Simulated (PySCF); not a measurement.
```xyz
13

F    -2.9092    0.6304    0.5644
C    -1.6201    0.3026    0.4815
C    -0.6605    1.3055    0.4503
C     0.6856    0.9604    0.3637
C     1.0746   -0.3832    0.3095
S     2.7616   -0.8985    0.1978
C     0.0885   -1.3780    0.3426
C    -1.2577   -1.0378    0.4281
H    -0.9743    2.3499    0.4936
H     1.4377    1.7522    0.3380
H     3.3035    0.3357    0.2265
H     0.3750   -2.4316    0.3020
H    -2.0338   -1.8049    0.4549
```

Geometry: PBE0-D3(BJ)/def2-SVP.

The calculation used CAM-B3LYP/def2-SVPD, SCF density, gas phase in PySCF 2.14.0.

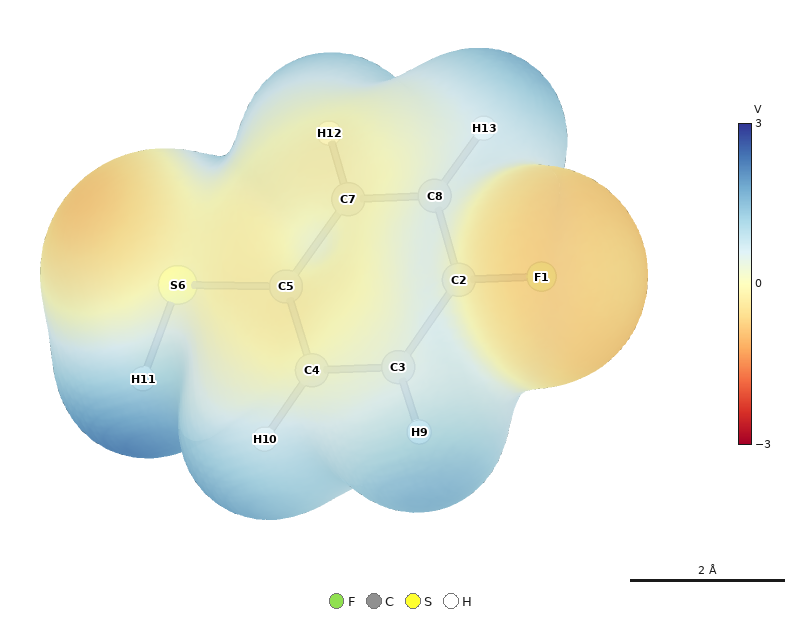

C₆H₅FS. The electrostatic potential painted on the density surface at 0.004 e/bohr³, seen at a tilt; red is negative and blue positive.

### Where is the surface potential most negative and most positive?

The most negative region (about −0.8 V) lies over S6, the most positive (about +2.1 V) over H11.

### How polar is the molecule by this calculation?

Its dipole moment is 1.07 D.
